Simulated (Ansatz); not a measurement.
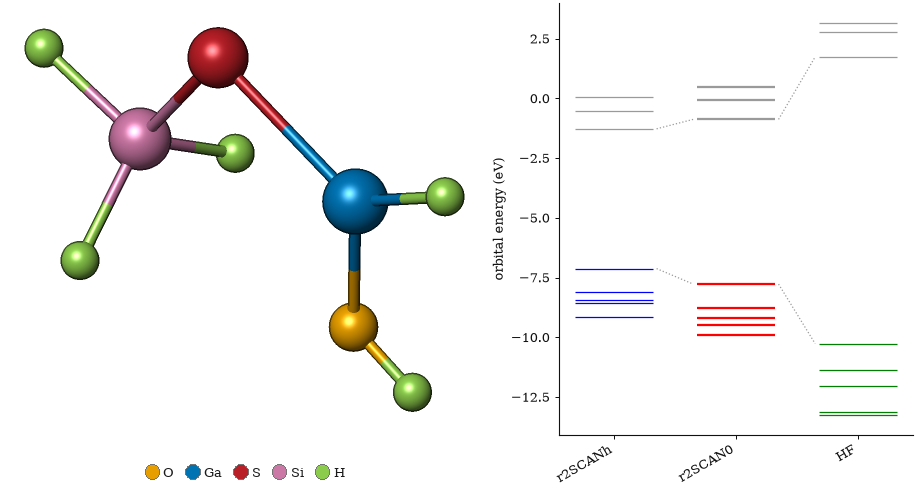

Frontier orbital energies of GaSiH₅SO, SMILES [OH][GaH][S][SiH3], singlet at one geometry, def2-TZVPP, the Ansatz code 0.2.0, at a PBE0-D4/def2-TZVP geometry (a minimum by its frequencies). Empty levels are grey, levels within 0.1 eV stand side by side; all columns show the same few orbitals around the gap. Dotted lines join the HOMOs and the LUMOs.

Compare the HOMO-LUMO separations.

Answer. The separation grows from 5.85 eV (r2SCANh) to 12.00 eV (HF).

```
  level  HOMO (eV)  LUMO (eV)  separation (eV)
r2SCANh      −7.12      −1.27             5.85
r2SCAN0      −7.77      −0.88             6.90
     HF     −10.27       1.74            12.00
```

Caveats, for all or some of the runs: empty levels above zero depend strongly on the basis; no scalar relativity up to krypton; one conformer of a flexible molecule.
